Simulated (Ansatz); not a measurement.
**Molecular dynamics, with input and output: CH10O6 (part 1 of 2)**

System: CH10O6 (disordered cell, 17 atoms in the cell).
Method: DFT PBE-D3(BJ), scalar-relativistic, plane waves, PAW, no spin polarisation (Ansatz 0.2.0).

It belongs to a series of runs on one base structure; here: dynamics from the last frame of the run before. Figures and captions count atoms from 1; the log counts them from 0 in places.

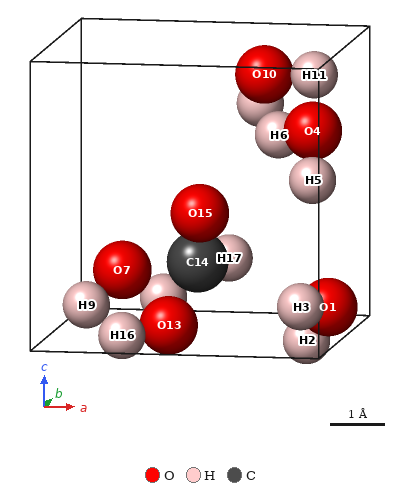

Figure 1. The input geometry (spheres-only view of the cell of the calculation, seen slightly off an axis; atoms are numbered from 1 in the order of the input).

Summary:

```tsv
quantity	value
outcome	finished
mean temperature over the second half	1137 K
trajectory	400 steps, 300 fs
ensemble	nvt_langevin
temperature in the input	1000.0 K
time step	0.75 fs
electrons treated	50
potential energy (free energy of the electrons) (last step)	−3814.2910 eV
Fermi energy (last step)	0.601 eV
largest force (length of the vector) (last step)	5.955 eV/Å
hardware	1 thread of Intel Xeon (Granite Rapids), 16 GiB of memory available, shared host
wall time	3 min
peak memory	0.35 GiB
```

Notes:

The input asks for low accuracy. The k-point mesh is coarse for a cell of this size, so the results may not be converged. So short a trajectory is not equilibrated. The logged temperature at the start can lie below the typed one, since it is counted over all degrees of freedom.

Input:
```yaml
accuracy: low
crystal:
  lattice:
    - [5.48148, 0.0, 0.0]
    - [0.0, 5.48148, 0.0]
    - [0.0, 0.0, 5.48148]
  atoms:
    - { symbol: O, position: [0.00362003, 1.17063121, 0.15306291] }
    - { symbol: H, position: [-0.08346676, 1.2347093, 0.02578911] }
    - { symbol: H, position: [-0.06155822, 0.99566229, 0.17864896] }
    - { symbol: O, position: [0.89972113, 0.45369009, 0.71682411] }
    - { symbol: H, position: [0.90807623, 0.40044933, 0.55409142] }
    - { symbol: H, position: [0.75836817, 0.57733237, 0.6812862] }
    - { symbol: O, position: [0.18375712, 0.76445188, 0.17140432] }
    - { symbol: H, position: [0.31875689, 0.80794167, 0.07442257] }
    - { symbol: H, position: [0.07635367, 0.66578258, 0.06286298] }
    - { symbol: O, position: [0.64703925, 0.9313028, 0.83406991] }
    - { symbol: H, position: [0.82825015, 0.8832984, 0.84477002] }
    - { symbol: H, position: [0.61282664, 1.04367471, 0.71702761] }
    - { symbol: O, position: [0.41942691, 0.34167171, 0.04911528] }
    - { symbol: C, position: [0.50887958, 0.40328804, 0.26224745] }
    - { symbol: O, position: [0.53818094, 0.28168114, 0.44831966] }
    - { symbol: H, position: [0.27682844, 0.23102911, 0.02662169] }
    - { symbol: H, position: [0.58583165, 0.58586892, 0.25001503] }
basis:
  ecutwfc: 420.0
kpoints:
  mp_grid: { grid: [1, 1, 1] }
hamiltonian:
  xc: pbe
  dispersion: d3bj
scf:
  occupations: { method: fermi_dirac, width: 0.02 }
  lower_state_search: "off"
md:
  timestep: 0.75
  n_steps: 400
  ensemble: nvt_langevin
  temperature: 1000.0
  initial_velocities: maxwell_boltzmann
  seed: 623053
  friction: 0.05
```

Command:
```bash
ansatz run input.yaml --threads 1 --pin off --max-ram 3072MiB --backend cpu --events-out ev --progress --plain --runs-dir out
```

What the program printed:
```
Warning: md: disabling space-group detection — thermal motion breaks the input geometry's symmetry, so no spatial operation reduces the k-mesh or symmetrises the density; time reversal is kept, so that k and −k are solved as one point where they differ and the mesh holds both, and exact exchange and, on two spinor components, a DFT+U term hold to it where the run has them: on two components no moment then forms, and a state that bears one, which a typed moment (crystal.atoms[].spin; refused beside efield: under a hybrid functional) reaches, can lie lower, under hf by electronvolts; crystal.symmetry.detect: false (a key that needs symmetry detection or time reversal refuses this as the deck is read) with time_reversal: false beside it drops time reversal too
Engine: ansatz 0.2.0, x86_64-unknown-linux-gnu
Pseudopotentials: kind: paw
Pseudopotential: O, paw, valence charge 6, recommended cutoff 420 eV (normal), O.paw.azcp
Pseudopotential: H, paw, valence charge 1, recommended cutoff 420 eV (normal), H.paw.azcp
Pseudopotential: C, paw, valence charge 4, recommended cutoff 420 eV (normal), C.paw.azcp
Functional definition: PBE
  parameter kappa = 0.804
  parameter beta = 0.06672455060314922
  exchange = pbe_x(kappa = kappa, mu = beta*pi^2/3)
  correlation = pbe_c(beta = beta)
Crystal: 17 atoms, lattice volume = 164.700 Å³
Basis set: ecut = 420 eV, 3191 PW (Γ), exchange–correlation on 80×80×80 points (8 copies of the dense FFT grid, shifted against one another)
Bands: 42, of which v1, the nominal top of the filled ones, is band 25 counted from 1 (24 counted from 0)
Symmetry: 1 space group operations
k-points: 1
Non-local potential: O, projectors of the file, l = 0: 2, l = 1: 2, l = 2: 1
Non-local potential: H, projectors of the file, l = 0: 2, l = 1: 1
Non-local potential: C, projectors of the file, l = 0: 2, l = 1: 2, l = 2: 1
PAW form: soft (Blöchl's): semilocal exchange-correlation on the pseudo side does not see the compensation charge
PAW one-centre angular grid: O, 110 points (default); XC on 64 Gauss nodes
PAW one-centre angular grid: H, 110 points (default); XC on 64 Gauss nodes
PAW one-centre angular grid: C, 110 points (default); XC on 64 Gauss nodes
Initial density: superposition of atomic densities (neutral atoms: chi_scale 0, normalization atom), corrected by the library's trained network
Initial wavefunctions: pseudopotential atomic-orbital guess
Functional: x = pbe(κ = 0.804, μ = 0.2195149727645171), c = pbe(β = 0.06672455060314922)
SCF iter   1: F=—  HF=-3813.699074 eV  |F-HF|=—  |Δ(HF+E_count)|=         —  Δρ=6.05e-3  dr2=3.93e-2  ethr=1.77e-3  ⟨swp⟩=6.0  Hψ=196  notcnv=0  defer=1
preconditioner: auto → Resta (q_TF=auto, 2.237 Å⁻¹)  ε∞=2.3  [insulator: Δε(μ)=4.406 eV  Ē_g=17.650 eV  σ=0.020 eV  W_gap=1.00  n_scr=26 (ndim 8)  ℏωp=20.5 eV  f_vac=0.234  D(μ)=0.00/eV (n_scr^D=0)  ε∞_Penn≈2.3]
SCF iter   2: F=—  HF=-3813.686412 eV  |F-HF|=—  |Δ(HF+E_count)|=   1.27e-2  Δρ=2.75e-3  dr2=6.81e-3  ethr=7.86e-5  ⟨swp⟩=2.0  Hψ=68  notcnv=0  defer=10
SCF iter   3: F=—  HF=-3813.684207 eV  |F-HF|=—  |Δ(HF+E_count)|=   2.21e-3  Δρ=1.01e-3  dr2=1.63e-3  ethr=1.36e-5  ⟨swp⟩=2.0  Hψ=58  notcnv=0  defer=10
SCF iter   4: F=—  HF=-3813.683763 eV  |F-HF|=—  |Δ(HF+E_count)|=   4.44e-4  Δρ=3.36e-4  dr2=1.70e-4  ethr=3.27e-6  ⟨swp⟩=3.0  Hψ=64  notcnv=0  defer=10
SCF iter   5: F=—  HF=-3813.683782 eV  |F-HF|=—  |Δ(HF+E_count)|=   1.91e-5  Δρ=2.02e-4  dr2=5.88e-5  ethr=3.40e-7  ⟨swp⟩=2.0  Hψ=57  notcnv=0  defer=10
SCF iter   6: F=—  HF=-3813.683772 eV  |F-HF|=—  |Δ(HF+E_count)|=   9.90e-6  Δρ=4.79e-5  dr2=3.31e-6  ethr=1.18e-7  ⟨swp⟩=3.0  Hψ=70  notcnv=0  defer=10
SCF iter   7: F=—  HF=-3813.683770 eV  |F-HF|=—  |Δ(HF+E_count)|=   2.07e-6  Δρ=1.86e-5  dr2=4.38e-7  ethr=6.63e-9  ⟨swp⟩=2.0  Hψ=51  notcnv=0  defer=10
SCF iter   8: F=—  HF=-3813.683770 eV  |F-HF|=—  |Δ(HF+E_count)|=   1.18e-7  Δρ=6.96e-6  dr2=6.36e-8  ethr=8.75e-10  ⟨swp⟩=2.0  Hψ=57  notcnv=0  defer=10
SCF iter   9: F=-3813.683770 eV  HF=-3813.683770 eV  |F-HF|=1.58e-9  |Δ(HF+E_count)|=   1.41e-8  Δρ=1.64e-6  dr2=4.03e-9  ethr=3.40e-11  ⟨swp⟩=5.0  Hψ=128  notcnv=0
SCF 1 converged in 9 iterations: F = -3813.683770 eV  dr2 = 4.03e-9
  greatest PAW one-centre occupation: 0.875 electrons in one spin orbital (limit 2), on the O atom at site 14 (counted from 0), in its partial waves of l = 0
md step     0: t =     0.00 fs  T =   941.2 K  F+E_penalty+E_count = -3813.68377035 eV  E_kin = 2.068160 eV  (9 SCF iters)
Initial density: handed on by an earlier stage of this run
Initial wavefunctions: those handed on with the density
iter 1 solved again at ethr=1.09e-4 eV; its pass at ethr=3.10e-3 eV (dr2=5.43e-2 eV) is discarded
SCF iter   1: F=—  HF=-3813.666991 eV  |F-HF|=—  |Δ(HF+E_count)|=         —  Δρ=8.40e-3  dr2=5.46e-2  ethr=1.09e-4  ⟨swp⟩=3.0  Hψ=225  notcnv=0
preconditioner: auto → Resta (q_TF=auto, 2.237 Å⁻¹)  ε∞=2.3  [insulator: Δε(μ)=4.459 eV  Ē_g=17.616 eV  σ=0.020 eV  W_gap=1.00  n_scr=26 (ndim 8)  ℏωp=20.5 eV  f_vac=0.233  D(μ)=0.00/eV (n_scr^D=0)  ε∞_Penn≈2.3]
SCF iter   2: F=—  HF=-3813.658259 eV  |F-HF|=—  |Δ(HF+E_count)|=   8.73e-3  Δρ=3.63e-3  dr2=8.18e-3  ethr=1.09e-4  ⟨swp⟩=2.0  Hψ=83  notcnv=0
SCF iter   3: F=—  HF=-3813.657871 eV  |F-HF|=—  |Δ(HF+E_count)|=   3.87e-4  Δρ=1.71e-3  dr2=1.97e-3  ethr=1.64e-5  ⟨swp⟩=3.0  Hψ=83  notcnv=0
SCF iter   4: F=—  HF=-3813.658057 eV  |F-HF|=—  |Δ(HF+E_count)|=   1.86e-4  Δρ=5.53e-4  dr2=4.23e-4  ethr=3.95e-6  ⟨swp⟩=2.0  Hψ=61  notcnv=0
SCF iter   5: F=—  HF=-3813.657994 eV  |F-HF|=—  |Δ(HF+E_count)|=   6.34e-5  Δρ=1.39e-4  dr2=3.60e-5  ethr=8.45e-7  ⟨swp⟩=2.0  Hψ=61  notcnv=0
SCF iter   6: F=—  HF=-3813.657968 eV  |F-HF|=—  |Δ(HF+E_count)|=   2.55e-5  Δρ=4.40e-5  dr2=3.18e-6  ethr=7.19e-8  ⟨swp⟩=2.0  Hψ=55  notcnv=0
SCF iter   7: F=—  HF=-3813.657977 eV  |F-HF|=—  |Δ(HF+E_count)|=   9.26e-6  Δρ=2.24e-5  dr2=6.67e-7  ethr=6.36e-9  ⟨swp⟩=2.0  Hψ=62  notcnv=0
SCF iter   8: F=—  HF=-3813.657977 eV  |F-HF|=—  |Δ(HF+E_count)|=   7.16e-8  Δρ=3.85e-6  dr2=2.03e-8  ethr=1.33e-9  ⟨swp⟩=2.0  Hψ=65  notcnv=0
SCF iter   9: F=-3813.657977 eV  HF=-3813.657977 eV  |F-HF|=2.06e-9  |Δ(HF+E_count)|=   2.10e-9  Δρ=1.71e-6  dr2=3.87e-9  ethr=3.40e-11  ⟨swp⟩=4.0  Hψ=115  notcnv=0
SCF 2 converged in 9 iterations: F = -3813.657977 eV  dr2 = 3.87e-9
  greatest PAW one-centre occupation: 0.874 electrons in one spin orbital (limit 2), on the O atom at site 14 (counted from 0), in its partial waves of l = 0
md step     1: t =     0.75 fs  T =   999.7 K  F+E_penalty+E_count = -3813.65797733 eV  E_kin = 2.196702 eV  (9 SCF iters, 3 dispersion substeps)
[... from here on the SCF iterations and repeated set-up lines of each step are left out, up to the last step ...]
md step     2: t =     1.50 fs  T =   993.9 K  F+E_penalty+E_count = -3813.71707952 eV  E_kin = 2.184022 eV  (9 SCF iters, 3 dispersion substeps)
md step     3: t =     2.25 fs  T =  1093.8 K  F+E_penalty+E_count = -3813.65293244 eV  E_kin = 2.403553 eV  (9 SCF iters, 3 dispersion substeps)
md step     4: t =     3.00 fs  T =  1060.9 K  F+E_penalty+E_count = -3813.50955111 eV  E_kin = 2.331178 eV  (9 SCF iters, 3 dispersion substeps)
md step     5: t =     3.75 fs  T =  1114.2 K  F+E_penalty+E_count = -3813.41343110 eV  E_kin = 2.448357 eV  (8 SCF iters, 3 dispersion substeps)
md step     6: t =     4.50 fs  T =  1022.2 K  F+E_penalty+E_count = -3813.35039193 eV  E_kin = 2.246202 eV  (8 SCF iters, 3 dispersion substeps)
md step     7: t =     5.25 fs  T =  1009.6 K  F+E_penalty+E_count = -3813.31188039 eV  E_kin = 2.218413 eV  (8 SCF iters, 3 dispersion substeps)
md step     8: t =     6.00 fs  T =   956.4 K  F+E_penalty+E_count = -3813.40101675 eV  E_kin = 2.101680 eV  (8 SCF iters, 3 dispersion substeps)
md step     9: t =     6.75 fs  T =   990.8 K  F+E_penalty+E_count = -3813.57696658 eV  E_kin = 2.177250 eV  (8 SCF iters, 3 dispersion substeps)
md step    10: t =     7.50 fs  T =  1090.0 K  F+E_penalty+E_count = -3813.67657310 eV  E_kin = 2.395094 eV  (9 SCF iters, 3 dispersion substeps)
md step    11: t =     8.25 fs  T =   932.8 K  F+E_penalty+E_count = -3813.62236761 eV  E_kin = 2.049784 eV  (8 SCF iters, 3 dispersion substeps)
md step    12: t =     9.00 fs  T =   951.4 K  F+E_penalty+E_count = -3813.57818772 eV  E_kin = 2.090631 eV  (9 SCF iters, 3 dispersion substeps)
md step    13: t =     9.75 fs  T =   953.4 K  F+E_penalty+E_count = -3813.66170487 eV  E_kin = 2.094933 eV  (8 SCF iters, 3 dispersion substeps)
md step    14: t =    10.50 fs  T =  1046.2 K  F+E_penalty+E_count = -3813.82835503 eV  E_kin = 2.298928 eV  (7 SCF iters, 3 dispersion substeps)
md step    15: t =    11.25 fs  T =  1074.0 K  F+E_penalty+E_count = -3813.92286692 eV  E_kin = 2.360009 eV  (8 SCF iters, 3 dispersion substeps)
md step    16: t =    12.00 fs  T =  1055.4 K  F+E_penalty+E_count = -3813.79326814 eV  E_kin = 2.319231 eV  (8 SCF iters, 3 dispersion substeps)
md step    17: t =    12.75 fs  T =  1034.4 K  F+E_penalty+E_count = -3813.57165411 eV  E_kin = 2.273067 eV  (8 SCF iters, 3 dispersion substeps)
md step    18: t =    13.50 fs  T =  1001.5 K  F+E_penalty+E_count = -3813.62161223 eV  E_kin = 2.200779 eV  (8 SCF iters, 3 dispersion substeps)
md step    19: t =    14.25 fs  T =  1139.3 K  F+E_penalty+E_count = -3813.88082715 eV  E_kin = 2.503499 eV  (8 SCF iters, 3 dispersion substeps)
md step    20: t =    15.00 fs  T =  1261.6 K  F+E_penalty+E_count = -3814.08954360 eV  E_kin = 2.772367 eV  (9 SCF iters, 3 dispersion substeps)
md step    21: t =    15.75 fs  T =  1277.4 K  F+E_penalty+E_count = -3814.14168691 eV  E_kin = 2.806919 eV  (8 SCF iters, 3 dispersion substeps)
md step    22: t =    16.50 fs  T =  1270.6 K  F+E_penalty+E_count = -3814.03868831 eV  E_kin = 2.792068 eV  (8 SCF iters, 3 dispersion substeps)
md step    23: t =    17.25 fs  T =  1034.1 K  F+E_penalty+E_count = -3813.89565504 eV  E_kin = 2.272398 eV  (8 SCF iters, 3 dispersion substeps)
md step    24: t =    18.00 fs  T =  1017.9 K  F+E_penalty+E_count = -3813.82962437 eV  E_kin = 2.236846 eV  (8 SCF iters, 3 dispersion substeps)
md step    25: t =    18.75 fs  T =  1034.3 K  F+E_penalty+E_count = -3813.85200159 eV  E_kin = 2.272689 eV  (7 SCF iters, 3 dispersion substeps)
md step    26: t =    19.50 fs  T =  1119.8 K  F+E_penalty+E_count = -3813.95185817 eV  E_kin = 2.460605 eV  (8 SCF iters, 3 dispersion substeps)
md step    27: t =    20.25 fs  T =  1113.6 K  F+E_penalty+E_count = -3814.11394853 eV  E_kin = 2.446999 eV  (8 SCF iters, 3 dispersion substeps)
md step    28: t =    21.00 fs  T =  1047.0 K  F+E_penalty+E_count = -3814.26552642 eV  E_kin = 2.300662 eV  (8 SCF iters, 3 dispersion substeps)
md step    29: t =    21.75 fs  T =   986.4 K  F+E_penalty+E_count = -3814.33683204 eV  E_kin = 2.167573 eV  (8 SCF iters, 3 dispersion substeps)
md step    30: t =    22.50 fs  T =  1141.7 K  F+E_penalty+E_count = -3814.39490422 eV  E_kin = 2.508729 eV  (9 SCF iters, 3 dispersion substeps)
md step    31: t =    23.25 fs  T =  1086.4 K  F+E_penalty+E_count = -3814.42136917 eV  E_kin = 2.387295 eV  (7 SCF iters, 3 dispersion substeps)
md step    32: t =    24.00 fs  T =  1131.3 K  F+E_penalty+E_count = -3814.32072901 eV  E_kin = 2.485838 eV  (8 SCF iters, 3 dispersion substeps)
md step    33: t =    24.75 fs  T =  1022.9 K  F+E_penalty+E_count = -3814.16496674 eV  E_kin = 2.247717 eV  (8 SCF iters, 3 dispersion substeps)
md step    34: t =    25.50 fs  T =   924.9 K  F+E_penalty+E_count = -3814.10897744 eV  E_kin = 2.032337 eV  (8 SCF iters, 3 dispersion substeps)
md step    35: t =    26.25 fs  T =   862.9 K  F+E_penalty+E_count = -3814.16380516 eV  E_kin = 1.896261 eV  (8 SCF iters, 3 dispersion substeps)
md step    36: t =    27.00 fs  T =   898.8 K  F+E_penalty+E_count = -3814.25870370 eV  E_kin = 1.975074 eV  (8 SCF iters, 3 dispersion substeps)
md step    37: t =    27.75 fs  T =   923.1 K  F+E_penalty+E_count = -3814.36102022 eV  E_kin = 2.028408 eV  (8 SCF iters, 3 dispersion substeps)
md step    38: t =    28.50 fs  T =   963.8 K  F+E_penalty+E_count = -3814.39099728 eV  E_kin = 2.117948 eV  (8 SCF iters, 3 dispersion substeps)
md step    39: t =    29.25 fs  T =   831.3 K  F+E_penalty+E_count = -3814.37450001 eV  E_kin = 1.826638 eV  (8 SCF iters, 3 dispersion substeps)
md step    40: t =    30.00 fs  T =   867.1 K  F+E_penalty+E_count = -3814.34449610 eV  E_kin = 1.905366 eV  (9 SCF iters, 3 dispersion substeps)
md step    41: t =    30.75 fs  T =   945.4 K  F+E_penalty+E_count = -3814.31847565 eV  E_kin = 2.077533 eV  (9 SCF iters, 3 dispersion substeps)
md step    42: t =    31.50 fs  T =   954.0 K  F+E_penalty+E_count = -3814.37824420 eV  E_kin = 2.096384 eV  (8 SCF iters, 3 dispersion substeps)
md step    43: t =    32.25 fs  T =  1060.0 K  F+E_penalty+E_count = -3814.53436575 eV  E_kin = 2.329197 eV  (8 SCF iters, 3 dispersion substeps)
md step    44: t =    33.00 fs  T =  1020.5 K  F+E_penalty+E_count = -3814.67090249 eV  E_kin = 2.242557 eV  (8 SCF iters, 3 dispersion substeps)
md step    45: t =    33.75 fs  T =  1031.7 K  F+E_penalty+E_count = -3814.72496867 eV  E_kin = 2.267028 eV  (7 SCF iters, 3 dispersion substeps)
md step    46: t =    34.50 fs  T =   904.3 K  F+E_penalty+E_count = -3814.63854490 eV  E_kin = 1.987163 eV  (7 SCF iters, 3 dispersion substeps)
md step    47: t =    35.25 fs  T =   857.6 K  F+E_penalty+E_count = -3814.51146091 eV  E_kin = 1.884433 eV  (8 SCF iters, 3 dispersion substeps)
md step    48: t =    36.00 fs  T =   921.3 K  F+E_penalty+E_count = -3814.50452302 eV  E_kin = 2.024537 eV  (8 SCF iters, 3 dispersion substeps)
md step    49: t =    36.75 fs  T =   954.6 K  F+E_penalty+E_count = -3814.71756487 eV  E_kin = 2.097661 eV  (8 SCF iters, 3 dispersion substeps)
md step    50: t =    37.50 fs  T =  1077.4 K  F+E_penalty+E_count = -3815.01786070 eV  E_kin = 2.367487 eV  (8 SCF iters, 3 dispersion substeps)
md step    51: t =    38.25 fs  T =   996.5 K  F+E_penalty+E_count = -3815.09934127 eV  E_kin = 2.189782 eV  (7 SCF iters, 3 dispersion substeps)
md step    52: t =    39.00 fs  T =   880.6 K  F+E_penalty+E_count = -3814.96552148 eV  E_kin = 1.934983 eV  (8 SCF iters, 3 dispersion substeps)
md step    53: t =    39.75 fs  T =   801.0 K  F+E_penalty+E_count = -3814.80141054 eV  E_kin = 1.760213 eV  (8 SCF iters, 3 dispersion substeps)
```
